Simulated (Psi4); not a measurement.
# Single-point calculation of BH₃ (part 1 of 2)

System: BH₃, SMILES [H]B([H])[H].
Method: CCSD(T)/CBS, RHF (Psi4 1.11).

The geometry comes from this level: GFN2-xTB.

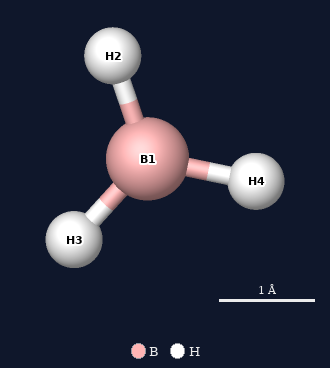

Fig. 1: The structure (ball-and-stick view, seen at a tilt; atoms are numbered from 1 in the order of the input).

Key numbers

| quantity | value |
| --- | --- |
| outcome | converged |
| total energy | −26.547169 hartree |
| correlation energy | −0.147772 hartree |
| basis functions | 29 |
| hardware | 1 thread of Intel Xeon @ 2.50GHz (Skylake/Cascade Lake), 16 GiB of memory available, shared host |
| wall time | 7.8 s |
| peak memory | 0.26 GiB |

Input file (bh3.in)
```
memory 1.6 GB

molecule {
  0 1
  B      0.000060     0.000030    -0.001400
  H      1.163870    -0.030320     0.015280
  H     -0.555340     1.023410    -0.018650
  H     -0.608600    -0.993120     0.004770
  units angstrom
}

set globals {
  reference rhf
  scf_type cd
  freeze_core true
}

E = energy('mp2/cc-pv[dt]z + d:ccsd(t)/cc-pvdz')
```

Command:
```bash
psi4 -i bh3.in -o bh3.out -n 1
```

Log
```
Psi4 1.11 release

  //>>>>>>>>>>>>>>>>>>>>>>>>>>>>>>>>>>>//
  //          CBS Computations         //
  //<<<<<<<<<<<<<<<<<<<<<<<<<<<<<<<<<<<//

    -----------------------------------------------------------------------
                               Psi4 1.11 release

    h
    h
    h

    -----------------------------------------------------------------------

    Memory:     1.5 GiB
    Threads:    1
                ecpint, einsums, f̶o̶r̶t̶e̶, gauxc, gcp, g̶d̶m̶a̶, geometric, g̶p̶u̶_̶d̶f̶c̶c̶,
                i̶n̶t̶e̶g̶r̶a̶t̶o̶r̶x̶x̶, i̶p̶i̶, libefp, m̶d̶i̶, m̶p̶2̶d̶, m̶r̶c̶c̶, ooo,
                o̶p̶e̶n̶f̶e̶r̶m̶i̶o̶n̶p̶s̶i̶4̶, pcmsolver, p̶s̶i̶4̶f̶o̶c̶k̶c̶i̶, p̶s̶i̶x̶a̶s̶,
                p̶y̶e̶i̶n̶s̶u̶m̶s̶, r̶e̶s̶p̶, s̶i̶m̶i̶n̶t̶, s̶n̶s̶m̶p̶2̶,
                v̶2̶r̶d̶m̶_̶c̶a̶s̶s̶c̶f̶

   => Loading Basis Set <=

    Name: CC-PVDZ
    Role: ORBITAL
    Keyword: BASIS

         ---------------------------------------------------------
                                   SCF
                              RHF Reference
                        1 Threads,   1525 MiB Core
         ---------------------------------------------------------

  ==> Geometry <==

    Molecular point group: c1
    Full point group: C1

    Geometry (in Bohr), charge = 0, multiplicity = 1:

       Center              X                  Y                   Z               Mass
    ------------   -----------------  -----------------  -----------------  -----------------
         B            0.000033929721     0.000016286266    -0.000760025747    11.009305360000
         H            2.199316091790    -0.057336901642     0.030760606026     1.007825032230
         H           -1.049519960358     1.933924208537    -0.033357801411     1.007825032230
         H           -1.150166773800    -1.876765215232     0.010899584448     1.007825032230

  Running in c1 symmetry.

  Rotational constants: A =      8.22544  B =      8.21934  C =      4.11121 [cm^-1]
  Rotational constants: A = 246592.53440  B = 246409.58481  C = 123251.00985 [MHz]
  Nuclear repulsion =    7.603081907704702

  Charge       = 0
  Multiplicity = 1
  Electrons    = 8
  Nalpha       = 4
  Nbeta        = 4

  ==> Algorithm <==

  SCF Algorithm Type is CD.
  DIIS enabled.
  MOM disabled.
  Fractional occupation disabled.
  Guess Type is SAD.
  Energy threshold   = 1.00e-08
  Density threshold  = 1.00e-08
  Integral threshold = 1.00e-12

  ==> Primary Basis <==

  Basis Set: CC-PVDZ
    Blend: CC-PVDZ
    Number of shells: 15
    Number of basis functions: 29
    Number of Cartesian functions: 30
    Spherical Harmonics?: true
    Max angular momentum: 2

  ==> Integral Setup <==

  ==> CDJK: Cholesky-decomposed J/K Matrices <==

    J tasked:                     Yes
    K tasked:                     Yes
    wK tasked:                     No
    Integrals threads:              1
    Memory [MiB]:                1144
    Algorithm:                   Core
    Integral Cache:              NONE
    Schwarz Cutoff:             1E-12
    Cholesky tolerance:      1.00E-04
    No. Cholesky vectors:         132

  Minimum eigenvalue in the overlap matrix is 1.5370348527E-02.
  Reciprocal condition number of the overlap matrix is 3.7311911539E-03.
    Using symmetric orthogonalization.

  ==> Pre-Iterations <==

  SCF Guess: Superposition of Atomic Densities via on-the-fly atomic UHF (no occupation information).

   -------------------------
    Irrep   Nso     Nmo
   -------------------------
     A         29      29
   -------------------------
    Total      29      29
   -------------------------

  ==> Iterations <==

                        Total Energy        Delta E     RMS |[F,P]|

   @RHF iter SAD:   -25.69887039109210   -2.56989e+01   0.00000e+00
   @RHF iter   1:   -26.38398723856572   -6.85117e-01   2.30588e-03 DIIS/ADIIS
   @RHF iter   2:   -26.38862052146920   -4.63328e-03   6.23450e-04 DIIS/ADIIS
   @RHF iter   3:   -26.38905166769071   -4.31146e-04   8.38518e-05 DIIS
   @RHF iter   4:   -26.38906124092404   -9.57323e-06   1.44609e-05 DIIS
   @RHF iter   5:   -26.38906148828148   -2.47357e-07   9.00275e-07 DIIS
   @RHF iter   6:   -26.38906148912307   -8.41581e-10   9.44243e-08 DIIS
   @RHF iter   7:   -26.38906148913182   -8.75389e-12   6.49862e-09 DIIS
  Energy and wave function converged.

  ==> Post-Iterations <==

    Orbital Energies [Eh]
    ---------------------

    Doubly Occupied:

       1A     -7.612243     2A     -0.710470     3A     -0.500664
       4A     -0.500615

    Virtual:

       5A      0.070915     6A      0.260981     7A      0.264440
       8A      0.264481     9A      0.403575    10A      0.403597
      11A      0.502120    12A      0.516259    13A      0.810132
      14A      0.810196    15A      0.861134    16A      0.861316
      17A      0.861331    18A      1.284509    19A      1.432939
      20A      1.433280    21A      1.582815    22A      1.810518
      23A      1.959109    24A      1.959162    25A      2.327914
      26A      2.328322    27A      2.581314    28A      2.673638
      29A      2.674015

    Final Occupation by Irrep:
              A
    DOCC [     4 ]
    NA   [     4 ]
    NB   [     4 ]

  @RHF Final Energy:   -26.38906148913182

   => Energetics <=

    Nuclear Repulsion Energy =              7.6030819077047020
    One-Electron Energy =                 -49.3363020815983830
    Two-Electron Energy =                  15.3441586847618652
    Total Energy =                        -26.3890614891318194

Computation Completed

Properties will be evaluated at   0.000000,   0.000000,   0.000000 [a0]

Properties computed using the SCF density matrix

 Multipole Moments:

 ------------------------------------------------------------------------------------
     Multipole            Electronic (a.u.)      Nuclear  (a.u.)        Total (a.u.)
 ------------------------------------------------------------------------------------

 L = 1.  Multiply by 2.5417464519 to convert [e a0] to [Debye]
 Dipole X            :          0.0003468           -0.0002010            0.0001458
 Dipole Y            :          0.0002255           -0.0000965            0.0001290
 Dipole Z            :         -0.0063819            0.0045023           -0.0018796
 Magnitude           :                                                    0.0018897

 ------------------------------------------------------------------------------------

	total time  =          1 seconds =       0.02 minutes
 MINTS: Wrapper to libmints.

   Calculation information:
      Number of threads:                 1
      Number of atoms:                   4
      Number of AO shells:              15
      Number of SO shells:              15
      Number of primitives:             37
      Number of atomic orbitals:        30
      Number of basis functions:        29

      Number of irreps:                  1
      Integral cutoff                 1.00e-12
      Number of functions per irrep: [  29 ]

 OEINTS: Overlap, kinetic, potential, dipole, and quadrupole integrals
         stored in file 35.

      Computing two-electron integrals...done
      Computed 89780 non-zero two-electron integrals.
        Stored in file 33.

	Wfn Parameters:
	--------------------
	Wavefunction         = CCSD_T
	Number of irreps     = 1
	Number of MOs        = 29
	Number of active MOs = 28
	AO-Basis             = NONE
	Semicanonical        = false
	Reference            = RHF
	Print Level          = 1

	IRREP	# MOs	# FZDC	# DOCC	# SOCC	# VIRT	# FZVR
	-----	-----	------	------	------	------	------
	 A	   29	    1	    3	    0	    25	    0
	Transforming integrals...
	IWL integrals will be deleted.
	(OO|OO)...
	Presorting SO-basis two-electron integrals.
	Sorting File: SO Ints (nn|nn) nbuckets = 1
	Constructing frozen core operators
	Starting first half-transformation.
	Sorting half-transformed integrals.
	First half integral transformation complete.
	Starting second half-transformation.
	Two-electron integral transformation complete.
	(OO|OV)...
	Starting second half-transformation.
	Two-electron integral transformation complete.
	(OO|VV)...
	Starting second half-transformation.
	Two-electron integral transformation complete.
	(OV|OO)...
	Starting first half-transformation.
	Sorting half-transformed integrals.
	First half integral transformation complete.
	Starting second half-transformation.
	Two-electron integral transformation complete.
	(OV|OV)...
	Starting second half-transformation.
	Two-electron integral transformation complete.
	(OV|VV)...
	Starting second half-transformation.
	Two-electron integral transformation complete.
	(VV|OO)...
	Starting first half-transformation.
	Sorting half-transformed integrals.
	First half integral transformation complete.
	Starting second half-transformation.
	Two-electron integral transformation complete.
	(VV|OV)...
	Starting second half-transformation.
	Two-electron integral transformation complete.
	(VV|VV)...
	Starting second half-transformation.
	Two-electron integral transformation complete.
	Frozen core energy     =    -24.71117794348142

	Size of irrep 0 of <ab|cd> integrals:      0.391 (MW) /      3.125 (MB)
	Total:                                     0.391 (MW) /      3.125 (MB)

	Size of irrep 0 of <ia|bc> integrals:      0.047 (MW) /      0.375 (MB)
	Total:                                     0.047 (MW) /      0.375 (MB)

	Size of irrep 0 of tijab amplitudes:       0.006 (MW) /      0.045 (MB)
	Total:                                     0.006 (MW) /      0.045 (MB)

	Nuclear Rep. energy          =      7.60308190770470
	SCF energy                   =    -26.38906148913182
	One-electron energy          =    -15.13847202671821
	Two-electron energy          =      5.85749334906911
	Reference energy             =    -26.38907471342581

	total time  =          0 seconds =       0.00 minutes
            **************************
            *                        *
            *        CCENERGY        *
            *                        *
            **************************

    Nuclear Rep. energy (wfn)     =    7.603081907704702
    SCF energy          (wfn)     =  -26.389061489131819
    Reference energy    (file100) =  -26.389074713425813

    Input parameters:
    -----------------
    Wave function   =     CCSD_T
    Reference wfn   =     RHF
    Brueckner       =     No
    Memory (Mbytes) =     1600.0
    Maxiter         =     50
    R_Convergence   =     1.0e-07
    E_Convergence   =     1.0e-06
    Restart         =     Yes
    DIIS            =     Yes
    AO Basis        =     NONE
    ABCD            =     NEW
    Cache Level     =     2
    Cache Type      =     LOW
    Print Level     =     1
    Num. of threads =     1
    # Amps to Print =     10
    Print MP2 Amps? =     No
    Analyze T2 Amps =     No
    Print Pair Ener =     No
    Local CC        =     No
    SCS-MP2         =     False
    SCSN-MP2        =     False
    SCS-CCSD        =     False

MP2 correlation energy -0.0916208445424560
                Solving CC Amplitude Equations
                ------------------------------
  Iter             Energy              RMS        T1Diag      D1Diag    New D1Diag    D2Diag
  ----     ---------------------    ---------   ----------  ----------  ----------   --------
     0        -0.091620844542456    0.000e+00    0.000000    0.000000    0.000000    0.103905
     1        -0.109597985962251    4.126e-02    0.002782    0.004567    0.004567    0.126070
     2        -0.115323545759089    1.237e-02    0.004271    0.007179    0.007179    0.134333
     3        -0.115394030337946    1.777e-03    0.004591    0.007780    0.007780    0.134842
     4        -0.115400390119145    3.554e-04    0.004651    0.007890    0.007890    0.134874
     5        -0.115398194643707    1.203e-04    0.004669    0.007920    0.007920    0.134859
     6        -0.115398449183187    3.415e-05    0.004672    0.007926    0.007926    0.134855
     7        -0.115398792097657    6.225e-06    0.004672    0.007926    0.007926    0.134855
     8        -0.115398654266319    1.189e-06    0.004671    0.007926    0.007926    0.134854
     9        -0.115398675807031    2.548e-07    0.004671    0.007926    0.007926    0.134854
    10        -0.115398676103699    5.129e-08    0.004671    0.007926    0.007926    0.134854

    Iterations converged.

    Largest TIA Amplitudes:
              0   1         0.0045933614
              0  10        -0.0043784710
              1   2         0.0035096624
              2   3        -0.0035088293
              0  13        -0.0031120675
              0   6         0.0031086532
              2  14        -0.0029032890
              1  15        -0.0029008438
              1   9        -0.0022975420
              2   8         0.0022973646
```
